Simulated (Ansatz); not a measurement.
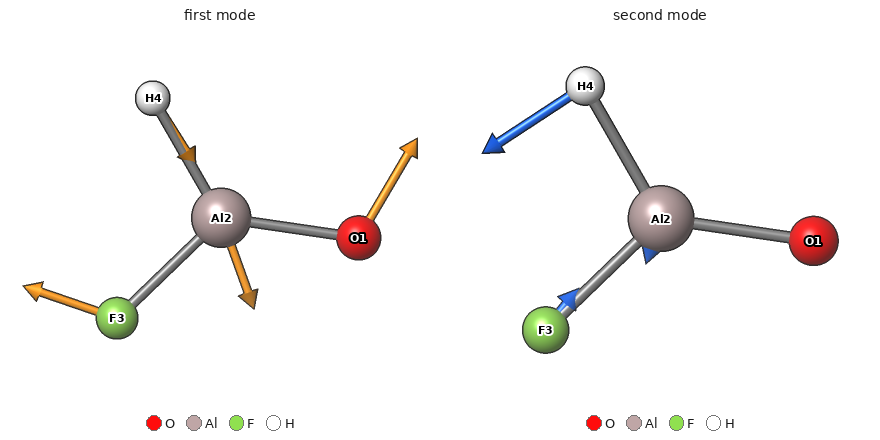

The system is AlFHO, SMILES [O-][AlH][F], charge −1; the picture shows the reference structure; its two panels give the patterns of the first and the second mode as arrows. The first coordinate is: normal mode 1 (297 cm⁻¹); the second: normal mode 3 (700 cm⁻¹). Nothing is relaxed (straight displacements along the two mass-weighted modes). The scan uses a 13 × 13 grid. Points are written as (first, second). Energies are in eV, from the lowest grid point. These are results of RKS r2SCAN0-D4/def2-TZVPD (Ansatz 0.2.0), not measurements.

Its coordinates:

```xyz
4

O    -0.1506   -1.0625    1.3497
Al    0.0052   -0.0561    0.0856
F    -1.0238    0.0926   -1.2462
H     1.1692    1.0260   -0.1890
```

Range: normal mode 1 (297 cm⁻¹) from −1.360 to 1.360 amu½·Å; normal mode 3 (700 cm⁻¹) from −0.577 to 0.577 amu½·Å.

What will the energy surface look like?

The lowest grid point is at (0.000 amu½·Å, 0.000 amu½·Å). It is the only kind of minimum in the scanned range. The highest grid point, (−1.360 amu½·Å, 0.577 amu½·Å), lies 0.617 eV above the lowest.

```
normal mode 3 (700 cm⁻¹) ↓, normal mode 1 (297 cm⁻¹) →  −1.360  −1.134  −0.907  −0.680  −0.454  −0.227  0.000  0.227  0.454  0.680  0.907  1.134  1.360
                                                 0.577   0.617   0.540   0.479   0.433   0.399   0.378  0.368  0.370  0.385  0.414  0.458  0.520  0.601
                                                 0.481   0.510   0.427   0.362   0.313   0.277   0.256  0.247  0.251  0.269  0.301  0.350  0.416  0.501
                                                 0.385   0.429   0.341   0.272   0.220   0.183   0.161  0.153  0.158  0.178  0.214  0.265  0.335  0.424
                                                 0.288   0.372   0.280   0.207   0.152   0.114   0.091  0.083  0.090  0.112  0.149  0.204  0.276  0.368
                                                 0.192   0.337   0.240   0.165   0.107   0.067   0.044  0.036  0.043  0.066  0.106  0.163  0.238  0.332
                                                 0.096   0.321   0.221   0.142   0.083   0.041   0.017  0.009  0.017  0.041  0.082  0.140  0.217  0.314
                                                 0.000   0.323   0.220   0.138   0.077   0.034   0.008  0.000  0.008  0.033  0.076  0.136  0.214  0.312
                                                −0.096   0.340   0.234   0.151   0.087   0.043   0.017  0.008  0.017  0.042  0.085  0.146  0.226  0.325
                                                −0.192   0.372   0.264   0.178   0.113   0.067   0.040  0.031  0.040  0.066  0.110  0.172  0.252  0.352
                                                −0.288   0.417   0.306   0.219   0.152   0.105   0.078  0.068  0.077  0.103  0.148  0.210  0.292  0.392
                                                −0.385   0.473   0.361   0.272   0.204   0.156   0.128  0.118  0.127  0.153  0.198  0.261  0.343  0.444
                                                −0.481   0.540   0.426   0.336   0.267   0.218   0.189  0.180  0.188  0.215  0.260  0.323  0.405  0.507
                                                −0.577   0.617   0.502   0.410   0.340   0.291   0.262  0.251  0.260  0.287  0.332  0.396  0.478  0.580
```

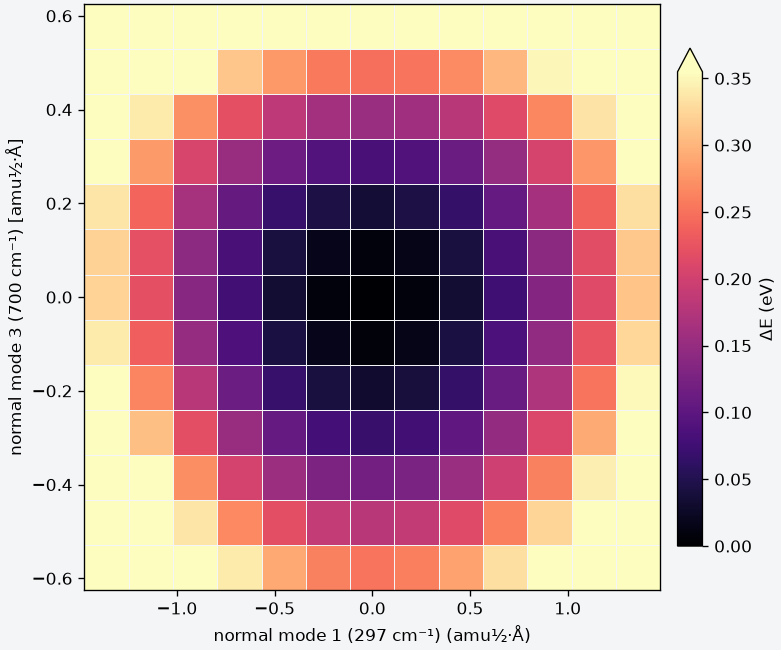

In the figure: one coloured cell a grid point, one colour for all values above the top of the scale.

Time for the 169 points that were run: 7.9 min on 1 thread of Intel(R) Xeon(R) 6975P-C (Granite Rapids) (shared host).
